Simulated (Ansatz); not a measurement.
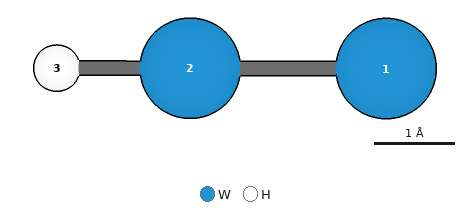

*The input geometry (ball-and-stick view, seen on its broad side; atoms are numbered from 1 in the order of the input). Sticks mark near contacts.*

Geometry relaxation of W2H

System: W2H, multiplicity 2.
Method: UKS PBE-D4/def2-TZVP (Ansatz 0.2.0).

The geometry: GFN2-xTB start. Figures and captions count atoms from 1; the log counts them from 0 in places.

### Input file
```yaml
crystal:
  periodic: [false, false, false]
  atoms:
    - {symbol: W, position_ang: [1.640510, -0.733740, 1.284290]}
    - {symbol: W, position_ang: [-0.195180, 0.087420, -0.152480]}
    - {symbol: H, position_ang: [-1.445330, 0.646320, -1.131820]}
basis:
  gaussian: {orbitals: def2-TZVP}
magnetization: {spin_polarized: true, initial_magnetization: 1}
hamiltonian: {xc: pbe, dispersion: d4}
scf: {omitted_lower_state_checks: [starts]}
output: {orbitals: {seedname: orbitals}}
relax: {f_tol: 0.02, max_steps: 100}
```

Machine: 4 threads of Arm Neoverse V1, 23 GiB of memory available, shared host.

Command:
```bash
ansatz run in.yaml --threads 4 --pin off --events-out ev --progress --plain --max-ram 3916MiB
```

### Output
```
Functional definition: PBE
  name "PBE"
  cite "Perdew, Burke & Ernzerhof, Phys. Rev. Lett. 77, 3865 (1996) doi:10.1103/PhysRevLett.77.3865"
  parent pbe
  parameter kappa = 0.804
  parameter beta = 0.06672455060314922
  exchange = pbe_x(kappa = kappa, mu = beta*pi^2/3)
  correlation = pbe_c(beta = beta)
these checks for a lower state are left out or cut short: starts
692 factors; their error is unknown
mean field evaluation 1: about -3654.2914 eV, gradient 4.2e1 eV
mean field evaluation 2: about -3365.0559 eV, gradient 1.6e2 eV
mean field evaluation 4: about -3602.3237 eV, gradient 9.4e1 eV
mean field evaluation 8: about -3662.4301 eV, gradient 9.6e-2 eV
mean field evaluation 16: about -3663.4820 eV, gradient 1.2e0 eV
mean field -3663.58391054 eV, -134.6342254461 hartree, gradient 7.4e-6 eV, S^2 3.739218; 0 other end points of the search recorded, 0 dependent functions left out
the calculation of the forces begins
reference -3663.58395082 eV, -134.6342269263 hartree; 15, 14 occupied and 71, 72 virtual orbitals, 692 factors
relax step   1: F+E_penalty+E_count = -3663.65695895 eV  Δ(F+E_penalty+E_count) = +0.000e0 eV  max|allowed force component| = 2.893e0 eV/Å  Δτ_max = 0.0000 Å  (114 SCF iters, accepted)
these checks for a lower state are left out or cut short: starts, cluster_reference, orbital_swaps, neighbouring_geometries, increment
692 factors; their error is unknown
mean field evaluation 32: about -3661.1588 eV, gradient 3.0e2 eV
mean field -3664.44444759 eV, -134.6658495992 hartree, gradient 1.3e-5 eV, S^2 2.215926; 0 other end points of the search recorded, 0 dependent functions left out
the calculation of the forces begins
reference -3664.44448623 eV, -134.6658510193 hartree; 15, 14 occupied and 71, 72 virtual orbitals, 692 factors
relax step   2: F+E_penalty+E_count = -3664.51911861 eV  Δ(F+E_penalty+E_count) = -8.622e-1 eV  max|allowed force component| = 5.596e-1 eV/Å  Δτ_max = 0.1952 Å  (51 SCF iters, accepted)
these checks for a lower state are left out or cut short: starts, cluster_reference, orbital_swaps, neighbouring_geometries, increment
692 factors; their error is unknown
mean field -3664.41917524 eV, -134.6649208577 hartree, gradient 2.2e-5 eV, S^2 1.608996; 0 other end points of the search recorded, 0 dependent functions left out
the calculation of the forces begins
reference -3664.41921352 eV, -134.6649222645 hartree; 15, 14 occupied and 71, 72 virtual orbitals, 692 factors
relax step   3: F+E_penalty+E_count = -3664.49483173 eV  Δ(F+E_penalty+E_count) = +2.429e-2 eV  max|allowed force component| = 1.099e0 eV/Å  Δτ_max = 0.0679 Å  (49 SCF iters, rejected (line search))
these checks for a lower state are left out or cut short: starts, cluster_reference, orbital_swaps, neighbouring_geometries, increment
692 factors; their error is unknown
mean field -3664.45900382 eV, -134.6663845310 hartree, gradient 8.3e-6 eV, S^2 1.990053; 0 other end points of the search recorded, 0 dependent functions left out
the calculation of the forces begins
reference -3664.45904233 eV, -134.6663859461 hartree; 15, 14 occupied and 71, 72 virtual orbitals, 692 factors
relax step   4: F+E_penalty+E_count = -3664.53410552 eV  Δ(F+E_penalty+E_count) = -1.499e-2 eV  max|allowed force component| = 4.690e-2 eV/Å  Δτ_max = 0.0285 Å  (46 SCF iters, accepted)
these checks for a lower state are left out or cut short: starts, cluster_reference, orbital_swaps, neighbouring_geometries, increment
692 factors; their error is unknown
mean field evaluation 64: about -3664.4674 eV, gradient 1.6e0 eV
mean field -3664.45913488 eV, -134.6663893473 hartree, gradient 5.9e-6 eV, S^2 1.984880; 0 other end points of the search recorded, 0 dependent functions left out
the calculation of the forces begins
reference -3664.45917339 eV, -134.6663907625 hartree; 15, 14 occupied and 71, 72 virtual orbitals, 692 factors
relax step   5: F+E_penalty+E_count = -3664.53421103 eV  Δ(F+E_penalty+E_count) = -1.055e-4 eV  max|allowed force component| = 6.996e-3 eV/Å  Δτ_max = 0.0022 Å  (44 SCF iters, accepted)
```

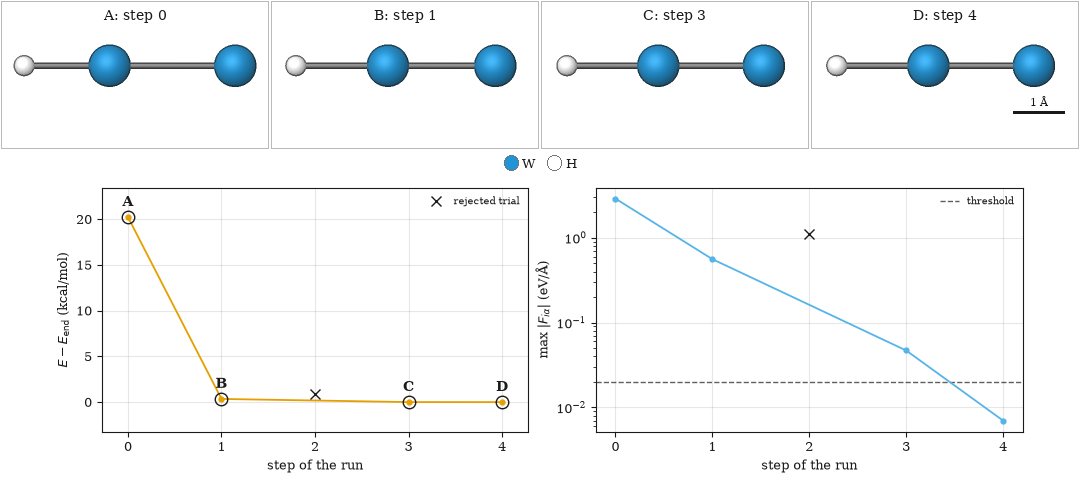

*Frames of the relaxation (ball-and-stick view, seen at a tilt) above the curves, on which the letters mark them (the first geometry is step 0 here and step 1 in the log).*

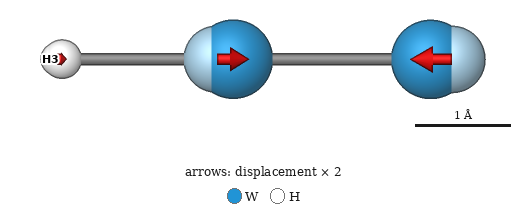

*Start (faint) and end (solid) with the displacements as red arrows, magnified 2 times (ball-and-stick view, seen at a tilt). The two geometries are laid on each other by the best rigid fit.*

Over 4 geometry steps the energy falls by 20.2 kcal/mol. Largest force component: 2.9 eV/Å at the start, 0.007 eV/Å at the end. The line search rejected the trial step at point 2 (counted from 0) and went back. The atom that moves furthest after the best rigid fit is W1 (0.22 Å). Largest moves by element: W 0.22 Å, H 0.05 Å. Among the contacts that change: W1–W2 2.472 → 2.078 Å, W2–H3 1.684 → 1.803 Å. (Atoms are counted from 1 in the order of the input.)

```
these checks for a lower state are left out or cut short: starts
692 factors; their error is unknown
mean field -3664.45913488 eV, -134.6663893473 hartree, gradient 7.3e-6 eV, S^2 1.984880; 0 other end points of the search recorded, 0 dependent functions left out
the calculation of the forces begins
reference -3664.45917339 eV, -134.6663907625 hartree; 15, 14 occupied and 71, 72 virtual orbitals, 692 factors
Total energy: -3664.53424954 eV, -134.6691497602 hartree
Atom 0 at     1.474903    -0.659663     1.154661 Å, force    -0.001306     0.000604    -0.000971 eV/Å
Atom 1 at    -0.068180     0.030627    -0.053031 Å, force     0.006996    -0.003170     0.005371 eV/Å
Atom 2 at    -1.406723     0.629036    -1.101640 Å, force    -0.005690     0.002566    -0.004399 eV/Å
Dipole moment:     0.233590    -0.104407     0.183050 e Å
Checks for a lower state left out: starts
```

### Trajectory as extended XYZ (Å, eV, eV/Å), 5 frames, from step=1 to step=5
```
3
Properties=species:S:1:pos:R:3:forces:R:3 step=1 energy=-3663.65696
W     1.6405   -0.7337    1.2843   -1.9765   0.8839  -1.5475
W    -0.1952    0.0874   -0.1525    2.8926  -1.2932   2.2659
H    -1.4453    0.6463   -1.1318   -0.9161   0.4093  -0.7184
3
Properties=species:S:1:pos:R:3:forces:R:3 step=2 energy=-3664.51912
W     1.4956   -0.6690    1.1707   -0.5596   0.2504  -0.4378
W    -0.0757    0.0341   -0.0586    0.4997  -0.2237   0.3909
H    -1.4199    0.6349   -1.1122    0.0598  -0.0267   0.0469
3
Properties=species:S:1:pos:R:3:forces:R:3 step=3 energy=-3664.49483 accepted=F
W     1.4452   -0.6464    1.1313    1.0994  -0.4918   0.8604
W    -0.0566    0.0256   -0.0437   -1.0201   0.4563  -0.7985
H    -1.3885    0.6208   -1.0875   -0.0792   0.0355  -0.0619
3
Properties=species:S:1:pos:R:3:forces:R:3 step=4 energy=-3664.53411
W     1.4744   -0.6595    1.1542   -0.0144   0.0065  -0.0112
W    -0.0693    0.0312   -0.0539    0.0469  -0.0210   0.0366
H    -1.4051    0.6283   -1.1004   -0.0325   0.0145  -0.0254
3
Properties=species:S:1:pos:R:3:forces:R:3 step=5 energy=-3664.53421
W     1.4749   -0.6597    1.1547   -0.0013   0.0006  -0.0010
W    -0.0682    0.0306   -0.0530    0.0070  -0.0032   0.0054
H    -1.4067    0.6290   -1.1016   -0.0057   0.0026  -0.0044
```

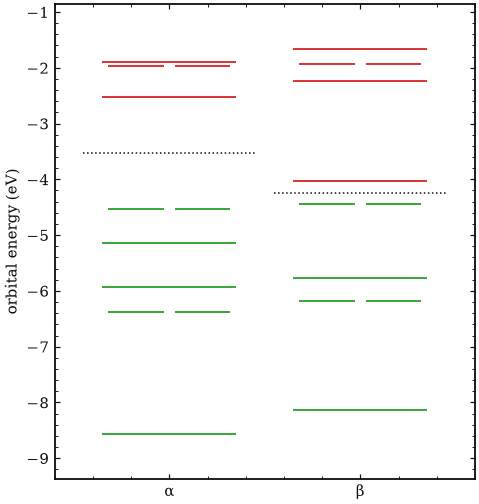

*Orbital energies near the frontier for α and β spins; the dotted line parts filled from empty levels, and levels within 0.02 eV of each other stand side by side.*

α: highest filled −4.54 eV, lowest empty −2.53 eV, 2.01 eV apart; β: highest filled −4.45 eV, lowest empty −4.03 eV, 0.42 eV apart.

### Summary

| quantity | value |
| --- | --- |
| outcome | converged |
| total energy | −3664.5342 eV |
| mean-field energy | −3664.4592 eV |
| dispersion energy | −0.0751 eV |
| ⟨S²⟩ | 1.985 |
| SCF solution under orbital rotations | stable |
| HOMO (either spin) | −4.45 eV |
| LUMO (either spin) | −4.03 eV |
| largest force (length of the vector) at the end | 0.009 eV/Å |
| dipole moment | 1.51 D |
| wall time | 10 s (CPU time 36 s) |
| peak memory | 0.18 GiB |

### Notes

⟨S²⟩ is 1.98 against 0.75 for a pure state: the solution is spin-contaminated.
